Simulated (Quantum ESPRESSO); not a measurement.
# Magnetic state of Ti2FeS4 (Heideite) from several starts, part 2 of 2

Aim: find out which collinear order of Ti2FeS4 (Heideite) costs least.

Quantum ESPRESSO 7.5; LDA with U = 4.5 eV on Fe d and U = 3 eV on Ti d (ortho-atomic projectors); plane waves with GBRV 1.5 LDA potentials, no spin-orbit coupling.

So far, absolute magnetization (μB): step 2 (start 1: ferro +++) 6.07.

The database entry behind the starting cell has ideal inner coordinates that were not refined, so it need not match the best structure at ambient conditions.

## 3. Run 2, typed as ferri ++−

pw.in

```
&CONTROL
  calculation = 'scf'
  prefix = 'pwscf'
  outdir = './tmp'
  pseudo_dir = './pseudo'
  disk_io = 'nowf'
/
&SYSTEM
  ibrav = 0
  celldm(1) = 8
  nat = 7
  ntyp = 3
  ecutwfc = 40
  ecutrho = 280
  nbnd = 44
  occupations = 'smearing'
  smearing = 'fd'
  degauss = 0.00367493
  nspin = 2
  starting_magnetization(1) = 0.0833
  starting_magnetization(2) = -0.25
  starting_magnetization(3) = 0
/
&ELECTRONS
  conv_thr = 1.4d-08
  electron_maxstep = 150
  mixing_beta = 0.3
/
ATOMIC_SPECIES
Ti     47.8670 ti_lda_v1.4.uspp.F.UPF
Fe     55.8450 fe_lda_v1.5.uspp.F.UPF
S      32.0600 s_lda_v1.4.uspp.F.UPF
CELL_PARAMETERS alat
   1.5755106154370   -0.4059367931462    0.0000000000000
   1.5755106154370    0.4059367931462    0.0000000000000
  -0.6253371129641    0.0000000000000    1.2594962122191
ATOMIC_POSITIONS crystal
Ti      0.2500000000    0.2500000000    0.2500000000
Ti      0.7500000000    0.7500000000    0.7500000000
Fe      0.0000000000    0.0000000000    0.0000000000
S       0.3750000000    0.3750000000    0.0416700000
S       0.6250000000    0.6250000000    0.9583300000
S       0.8750000000    0.8750000000    0.5416700000
S       0.1250000000    0.1250000000    0.4583300000
K_POINTS automatic
6 6 6 0 0 0
HUBBARD {ortho-atomic}
U Ti-3d 3.0000
U Fe-3d 4.5000
```

Launch:

```sh
OMP_NUM_THREADS=1 mpirun -n 8 pw.x -nk 8 -in pw.in > pw.out
```

Output:

```text
[banner, memory and clock lines left out]
Program PWSCF v.7.5 starts

     Message from routine setup:
     using ibrav=0 with symmetry is DISCOURAGED, use correct ibrav instead

     bravais-lattice index     =            0
     lattice parameter (alat)  =       8.0000  a.u.
     unit-cell volume          =     824.8530 (a.u.)^3
     number of atoms/cell      =            7
     number of atomic types    =            3
     number of electrons       =        64.00
     number of Kohn-Sham states=           44
     kinetic-energy cutoff     =      40.0000  Ry
     charge density cutoff     =     280.0000  Ry
     scf convergence threshold =      1.4E-08
     mixing beta               =       0.3000
     number of iterations used =            8  plain     mixing
     Exchange-correlation=  SLA  PZ   NOGX NOGC
                           (   1   1   0   0   0   0   0)
     Hubbard projectors: ortho-atomic
     Hubbard parameters of DFT+U (Dudarev formulation) in eV:
     U(Ti-3d) =  3.0000
     U(Fe-3d) =  4.5000

     Internal variables: lda_plus_u =T, lda_plus_u_kind = 0

     Internal variables: orbital_resolved =F, hub_pot_fix =F, apply_U = F

     celldm(1)=   8.000000  celldm(2)=   0.000000  celldm(3)=   0.000000
     celldm(4)=   0.000000  celldm(5)=   0.000000  celldm(6)=   0.000000

     crystal axes: (cart. coord. in units of alat)
               a(1) = (   1.575511  -0.405937   0.000000 )
               a(2) = (   1.575511   0.405937   0.000000 )
               a(3) = (  -0.625337   0.000000   1.259496 )

     reciprocal axes: (cart. coord. in units 2 pi/alat)
               b(1) = (  0.317357 -1.231719  0.157567 )
               b(2) = (  0.317357  1.231719  0.157567 )
               b(3) = ( -0.000000  0.000000  0.793968 )

     PseudoPot. # 1 for Ti read from file:
     ti_lda_v1.4.uspp.F.UPF
     Pseudo is Ultrasoft + core correction, Zval = 12.0

     PseudoPot. # 2 for Fe read from file:
     fe_lda_v1.5.uspp.F.UPF
     Pseudo is Ultrasoft + core correction, Zval = 16.0

     PseudoPot. # 3 for S  read from file:
     s_lda_v1.4.uspp.F.UPF
     Pseudo is Ultrasoft + core correction, Zval =  6.0

     atomic species   valence    mass     pseudopotential
     Ti               12.00    47.86700     Ti( 1.00)
     Fe               16.00    55.84500     Fe( 1.00)
     S                 6.00    32.06000     S ( 1.00)

     Starting magnetic structure
     atomic species   magnetization
     Ti              0.083
     Fe             -0.250
     S               0.000

      4 Sym. Ops., with inversion, found

   Cartesian axes

     site n.     atom                  positions (alat units)
         1        Ti     tau(   1) = (   0.6314210   0.0000000   0.3148741  )
         2        Ti     tau(   2) = (   1.8942631   0.0000000   0.9446222  )
         3        Fe     tau(   3) = (   0.0000000   0.0000000   0.0000000  )
         4        S      tau(   4) = (   1.1555752   0.0000000   0.0524832  )
         5        S      tau(   5) = (   1.3701090  -0.0000000   1.2070130  )
         6        S      tau(   6) = (   2.4184172   0.0000000   0.6822313  )
         7        S      tau(   7) = (   0.1072669   0.0000000   0.5772649  )

     number of k points=    68  Fermi-Dirac smearing, width (Ry)=  0.0037
                       cart. coord. in units 2pi/alat
        k(    1) = (   0.0000000   0.0000000   0.0000000), wk =   0.0046296
        k(    2) = (   0.0000000   0.0000000   0.1323280), wk =   0.0092593
        k(    3) = (   0.0000000   0.0000000   0.2646561), wk =   0.0092593
        k(    4) = (   0.0000000   0.0000000  -0.3969841), wk =   0.0046296
        k(    5) = (   0.0528929   0.2052865   0.0262612), wk =   0.0185185
        [... 63 further k-points ...]

     Dense  grid:    65303 G-vectors     FFT dimensions: (  72,  72,  60)

     Smooth grid:    28193 G-vectors     FFT dimensions: (  54,  54,  45)

     Check: negative core charge=   -0.000014
     Generating pointlists ...
     new r_m :   0.2418 (alat units)  1.9343 (a.u.) for type    1
     new r_m :   0.2419 (alat units)  1.9352 (a.u.) for type    2
     new r_m :   0.2418 (alat units)  1.9343 (a.u.) for type    3

     Initial potential from superposition of free atoms

     starting charge      60.9998, renormalised to      64.0000

     negative rho (up, down):  1.191E-03 1.006E-03

     STARTING HUBBARD OCCUPATIONS:

     =================== HUBBARD OCCUPATIONS ===================
     ------------------------ ATOM    1 ------------------------
     Tr[ns(  1)] (up, down, total) =   1.00000  0.00000  1.00000
     Atomic magnetic moment for atom   1 =   1.00000
     [... lines left out ...]
     ------------------------ ATOM    2 ------------------------
     Tr[ns(  2)] (up, down, total) =   1.00000  0.00000  1.00000
     Atomic magnetic moment for atom   2 =   1.00000
     [... lines left out ...]
     ------------------------ ATOM    3 ------------------------
     Tr[ns(  3)] (up, down, total) =   0.00000  5.00000  5.00000
     Atomic magnetic moment for atom   3 =  -5.00000
     [... lines left out ...]
     Number of occupied Hubbard levels =    7.0000

     Atomic wfc used for Hubbard projectors are orthogonalized

     Starting wfcs are   49 randomized atomic wfcs

     Self-consistent Calculation

     iteration #  1     ecut=    40.00 Ry     beta= 0.30
     Davidson diagonalization with overlap
     ethr =  1.00E-02,  avg # of iterations =  4.1

     =================== HUBBARD OCCUPATIONS ===================
     ------------------------ ATOM    1 ------------------------
     Tr[ns(  1)] (up, down, total) =   1.69443  0.79138  2.48581
     Atomic magnetic moment for atom   1 =   0.90306
     [... lines left out ...]
     ------------------------ ATOM    2 ------------------------
     Tr[ns(  2)] (up, down, total) =   1.69443  0.79138  2.48581
     Atomic magnetic moment for atom   2 =   0.90306
     [... lines left out ...]
     ------------------------ ATOM    3 ------------------------
     Tr[ns(  3)] (up, down, total) =   0.19209  4.68740  4.87949
     Atomic magnetic moment for atom   3 =  -4.49531
     [... lines left out ...]
     Number of occupied Hubbard levels =    9.8511

     negative rho (up, down):  9.032E-04 1.110E-03

     total energy              =    -584.40726432 Ry
     estimated scf accuracy    <       2.67186431 Ry

     total magnetization       =    -2.81 Bohr mag/cell
     absolute magnetization    =     6.44 Bohr mag/cell

     iteration #  2     ecut=    40.00 Ry     beta= 0.30
     Davidson diagonalization with overlap
     ethr =  4.17E-03,  avg # of iterations =  3.2

     negative rho (up, down):  9.478E-04 1.153E-03

     total energy              =    -584.15934087 Ry
     estimated scf accuracy    <      11.92106443 Ry

     total magnetization       =    -1.09 Bohr mag/cell
     absolute magnetization    =     1.72 Bohr mag/cell

     [... further iterations left out ...]

     iteration #101     ecut=    40.00 Ry     beta= 0.30
     Davidson diagonalization with overlap
     ethr =  2.77E-11,  avg # of iterations =  1.4

     negative rho (up, down):  2.553E-04 1.277E-03

     total energy              =    -585.17018518 Ry
     estimated scf accuracy    <       0.00000002 Ry

     total magnetization       =    -2.02 Bohr mag/cell
     absolute magnetization    =     5.18 Bohr mag/cell

     iteration #102     ecut=    40.00 Ry     beta= 0.30
     Davidson diagonalization with overlap
     ethr =  2.38E-11,  avg # of iterations =  3.3

     negative rho (up, down):  2.553E-04 1.277E-03

     Magnetic moment per site  (integrated on atomic sphere of radius R)
     atom   1 (R=0.242)  charge=  9.6999  magn=  0.5888
     atom   2 (R=0.242)  charge=  9.6999  magn=  0.5888
     atom   3 (R=0.242)  charge= 14.2425  magn= -3.2204
     atom   4 (R=0.242)  charge=  4.3790  magn= -0.0567
     atom   5 (R=0.242)  charge=  4.3790  magn= -0.0567
     atom   6 (R=0.242)  charge=  4.3357  magn= -0.0572
     atom   7 (R=0.242)  charge=  4.3357  magn= -0.0572

     End of self-consistent calculation

     =================== HUBBARD OCCUPATIONS ===================
     ------------------------ ATOM    1 ------------------------
     Tr[ns(  1)] (up, down, total) =   1.55952  0.77547  2.33499
     Atomic magnetic moment for atom   1 =   0.78405
     [... lines left out ...]
     ------------------------ ATOM    2 ------------------------
     Tr[ns(  2)] (up, down, total) =   1.55952  0.77547  2.33499
     Atomic magnetic moment for atom   2 =   0.78405
     [... lines left out ...]
     ------------------------ ATOM    3 ------------------------
     Tr[ns(  3)] (up, down, total) =   1.52221  4.86677  6.38899
     Atomic magnetic moment for atom   3 =  -3.34456
     [... lines left out ...]
     Number of occupied Hubbard levels =   11.0590

     Number of k-points >= 100: set verbosity='high' to print the bands.

     the Fermi energy is     9.8974 ev

!    total energy              =    -585.17018524 Ry
     estimated scf accuracy    <       0.00000001 Ry
     smearing contrib. (-TS)   =      -0.00218191 Ry
     internal energy E=F+TS    =    -585.16800333 Ry

     The total energy is F=E-TS. E is the sum of the following terms:
     one-electron contribution =    -319.67832142 Ry
     hartree contribution      =     182.86787619 Ry
     xc contribution           =     -98.35932288 Ry
     ewald contribution        =    -350.50084640 Ry
     Hubbard energy            =       0.50261118 Ry

     total magnetization       =    -2.02 Bohr mag/cell
     absolute magnetization    =     5.18 Bohr mag/cell

     convergence has been achieved in 102 iterations
```

Run time: 3.7 min. Hardware: 8 MPI ranks of AMD EPYC 9R45 (Zen 5), shared host; peak memory 1.6 GiB.

Spin moment in the atom's sphere by atom:

```tsv
atom	spin moment in the atom's sphere (μB)
Ti1	0.59
Ti2	0.59
Fe3	-3.22
S4	-0.06
S5	-0.06
S6	-0.06
S7	-0.06
```

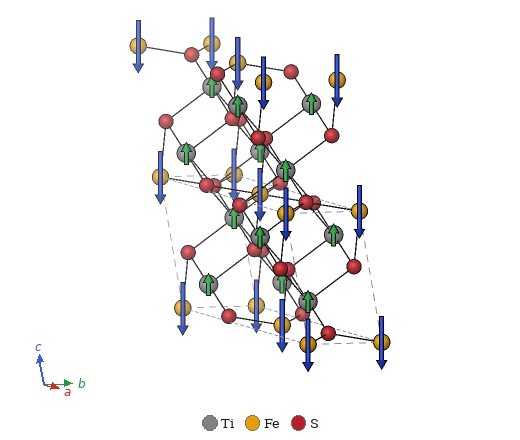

Spin moment in the atom's sphere as arrows, the longest 3.22 μB. Up and down stand for the sign. Arrows give size and sign along the axis of quantisation, drawn up and down the page. Each arrow also spans its atom, so small moments look longer than they are. The two directions have two colours. 1×1×2 conventional cells are drawn. Some periodic images of atoms are drawn too.

This step gave:

```
smearing term TS       : 0.02969 eV
magnetization          : -2.016 μB
absolute magnetization : 5.175 μB
final state            : ferrimagnetic
```

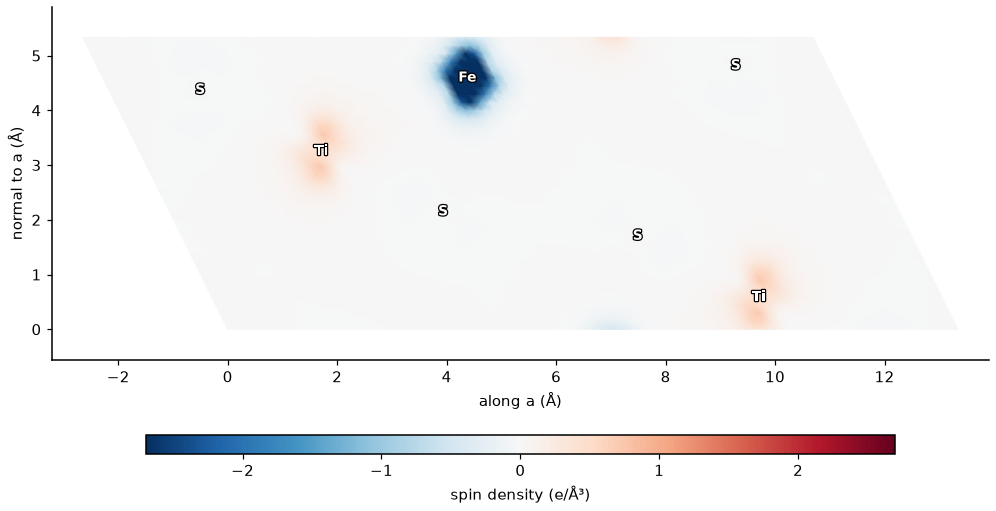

Spin density in the ac plane of the conventional cell at fractional y = 0.000, with atoms of Ti and Fe and S within 0.2 Å of it. The map starts off the cell's origin, so that atoms lie inside it.

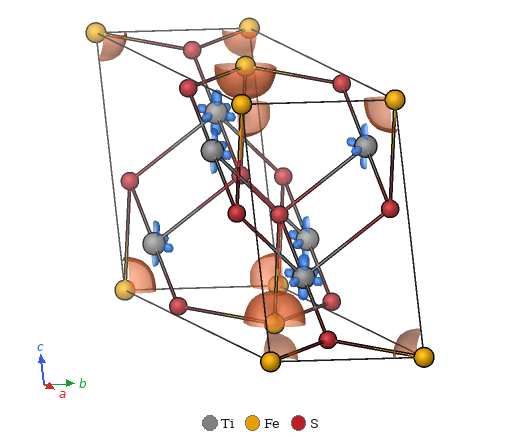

Surfaces of spin density = ±0.52 e/Å³, which hold about 50 % of the integral of its size. The two colours are the two signs.

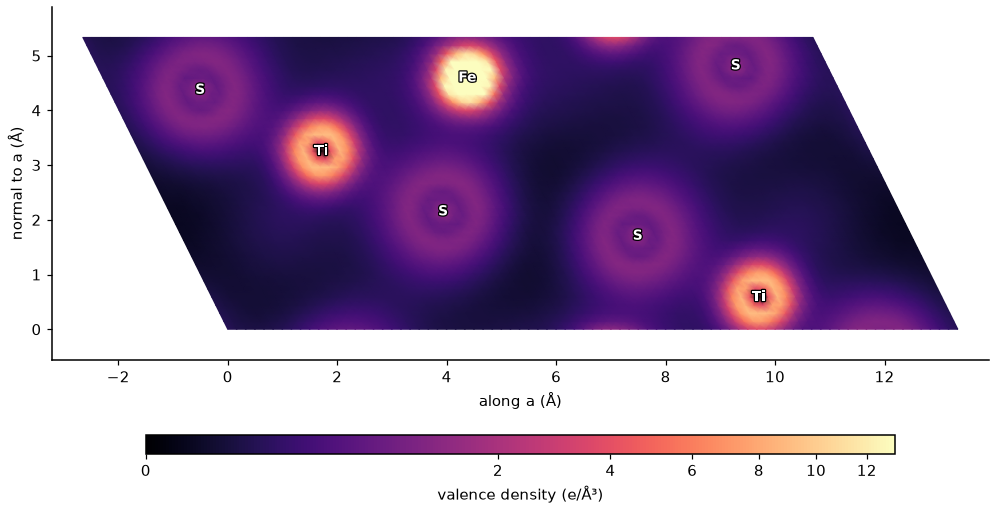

Valence density in the ac plane of the conventional cell at fractional y = 0.000, with atoms of Ti and Fe and S within 0.2 Å of it. It is the smooth field of the valence electrons, not physical close to the nuclei. The map starts off the cell's origin, so that atoms lie inside it. The colour scale is stretched toward low values.

## 4. Start 3: ferri +−+

pw.in: that of step 3 with these lines changed.

```diff
@@ -11,6 +11,6 @@
   nat = 7
-  ntyp = 3
+  ntyp = 4
   ecutwfc = 40
   ecutrho = 280
-  nbnd = 44
+  nbnd = 45
   occupations = 'smearing'
@@ -20,4 +20,5 @@
   starting_magnetization(1) = 0.0833
-  starting_magnetization(2) = -0.25
-  starting_magnetization(3) = 0
+  starting_magnetization(2) = -0.0833
+  starting_magnetization(3) = 0.25
+  starting_magnetization(4) = 0
 /
@@ -29,3 +30,4 @@
 ATOMIC_SPECIES
-Ti     47.8670 ti_lda_v1.4.uspp.F.UPF
+Ti1    47.8670 ti_lda_v1.4.uspp.F.UPF
+Ti2    47.8670 ti_lda_v1.4.uspp.F.UPF
 Fe     55.8450 fe_lda_v1.5.uspp.F.UPF
@@ -37,4 +39,4 @@
 ATOMIC_POSITIONS crystal
-Ti      0.2500000000    0.2500000000    0.2500000000
-Ti      0.7500000000    0.7500000000    0.7500000000
+Ti1     0.2500000000    0.2500000000    0.2500000000
+Ti2     0.7500000000    0.7500000000    0.7500000000
 Fe      0.0000000000    0.0000000000    0.0000000000
@@ -47,3 +49,4 @@
 HUBBARD {ortho-atomic}
-U Ti-3d 3.0000
+U Ti1-3d 3.0000
+U Ti2-3d 3.0000
 U Fe-3d 4.5000
```

Output:

```text
     [... lines left out ...]
Program PWSCF v.7.5 starts
     [... lines left out ...]
     number of atoms/cell      =            7
     [... lines left out ...]
     number of electrons       =        64.00
     number of Kohn-Sham states=           45
     kinetic-energy cutoff     =      40.0000  Ry
     charge density cutoff     =     280.0000  Ry
     scf convergence threshold =      1.4E-08
     [... lines left out ...]
      2 Sym. Ops. (no inversion) found
     [... lines left out ...]
     number of k points=    68  Fermi-Dirac smearing, width (Ry)=  0.0037
     [... lines left out ...]
     iteration #108     ecut=    40.00 Ry     beta= 0.30
     [... lines left out ...]
     Magnetic moment per site  (integrated on atomic sphere of radius R)
     atom   1 (R=0.242)  charge=  9.6929  magn=  0.3200
     atom   2 (R=0.242)  charge=  9.6920  magn= -0.4186
     atom   3 (R=0.242)  charge= 14.2576  magn=  3.1684
     atom   4 (R=0.242)  charge=  4.3794  magn=  0.0265
     atom   5 (R=0.242)  charge=  4.3774  magn=  0.0242
     atom   6 (R=0.242)  charge=  4.3327  magn=  0.0164
     atom   7 (R=0.242)  charge=  4.3339  magn=  0.0274
     [... lines left out ...]
     Tr[ns(  1)] (up, down, total) =   1.36296  0.96666  2.32962
     [... lines left out ...]
     Tr[ns(  2)] (up, down, total) =   0.88977  1.44160  2.33136
     [... lines left out ...]
     Tr[ns(  3)] (up, down, total) =   4.85176  1.55945  6.41120
     [... lines left out ...]
     the Fermi energy is     9.9565 ev
!    total energy              =    -585.16487393 Ry
     estimated scf accuracy    <          8.3E-09 Ry
     smearing contrib. (-TS)   =      -0.00344713 Ry
     [... lines left out ...]
     total magnetization       =     3.25 Bohr mag/cell
     absolute magnetization    =     4.45 Bohr mag/cell
     convergence has been achieved in 108 iterations
```

The job ended after 4.1 min (8 MPI ranks; peak memory 1.6 GiB).

Spin moment in the atom's sphere by atom:

```tsv
atom	spin moment in the atom's sphere (μB)
Ti1	0.32
Ti2	-0.42
Fe3	3.17
S4	0.03
S5	0.02
S6	0.02
S7	0.03
```

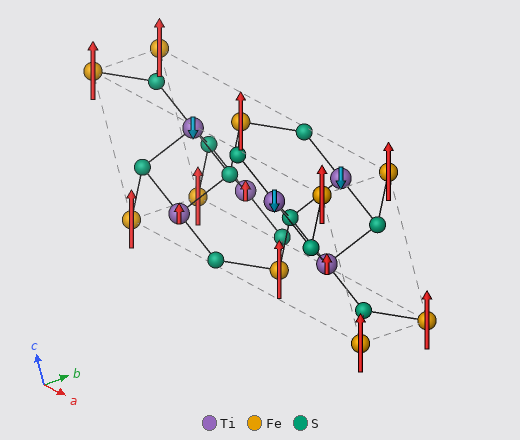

Spin moment in the atom's sphere as arrows, the longest 3.17 μB. Up and down stand for the sign. Arrows give size and sign along the axis of quantisation, drawn up and down the page. Each arrow also spans its atom, so small moments look longer than they are. The two directions have two colours. Some periodic images of atoms are drawn too.

This step gave:

| Property | Result |
| --- | --- |
| smearing term TS | 0.04690 eV |
| magnetization | 3.253 μB |
| absolute magnetization | 4.447 μB |
| final state | ferrimagnetic |

## 5. Energies of the orders

An order is kept where moments of 0.15 μB or more survive with the typed signs; meshes match where a doubled cell samples the same k points as the first cell.

Ferrimagnetic means that a moment over 0.15 μB on a transition or rare-earth metal, induced ones included, opposes the net moment. Orders:

```tsv
start	final state	typed order kept	energy over the lowest (meV a seeded atom)	largest site moment (μB)	net moment (μB a cell of the first run)	mesh matched	CPU time (s)
ferro +++	ferromagnetic	yes	0	3.488	5.949	yes	906.7
ferri ++-	ferrimagnetic	yes	44.28	3.22	2.016	yes	1789
ferri +-+	ferrimagnetic	yes	68.36	3.168	3.253	yes	1975
```

## 6. Fillings of the first corrected shells

```tsv
start	type	spin	occupation numbers
ferro +++	Ti	up	0.195 0.258 0.264 0.492 0.510
ferro +++	Ti	down	0.064 0.068 0.081 0.213 0.220
ferro +++	Ti	up	0.195 0.258 0.264 0.492 0.510
ferro +++	Ti	down	0.064 0.068 0.081 0.213 0.220
ferri ++-	Ti	up	0.247 0.254 0.261 0.381 0.417
ferri ++-	Ti	down	0.081 0.087 0.090 0.258 0.260
ferri ++-	Ti	up	0.247 0.254 0.261 0.381 0.417
ferri ++-	Ti	down	0.081 0.087 0.090 0.258 0.260
ferri +-+	Ti1	up	0.143 0.160 0.289 0.290 0.481
ferri +-+	Ti1	down	0.097 0.157 0.188 0.258 0.267
ferri +-+	Ti2	up	0.098 0.123 0.127 0.270 0.272
ferri +-+	Ti2	down	0.207 0.254 0.262 0.343 0.375
```

## 7. Outcome

```yaml
moments_largest_by_run: 3.49, 3.22, 3.17 μB
spread_of_the_energies_of_the_runs_with_moments: 68.4 meV a seeded atom
```

**Reading.** Under a U these runs seem to end in unlike orbital states: the fillings of their corrected shells differ, or their energies lie too far apart for exchange alone. The differences are then no exchange energies, and the ranking says little of the magnetic order. Seeding all runs from one set of occupation matrices is the usual remedy.

[Logs and program files are shortened in this print: banners, set-up blocks, solver, clock and traceback lines can be left out without a mark of their own.]

[Logs are printed without paths, hosts, clocks, repeated set-up lines and the standing remarks that a program may print on its own settings, such as how far it seeks lower states.]

[Hosts, paths, dates, database ids (printed as entryN), source tags and the programs' standing remarks are cut or masked in the printed files.]

[Where a cell is said to come from a database of computed structures, the database is the Materials Project.]
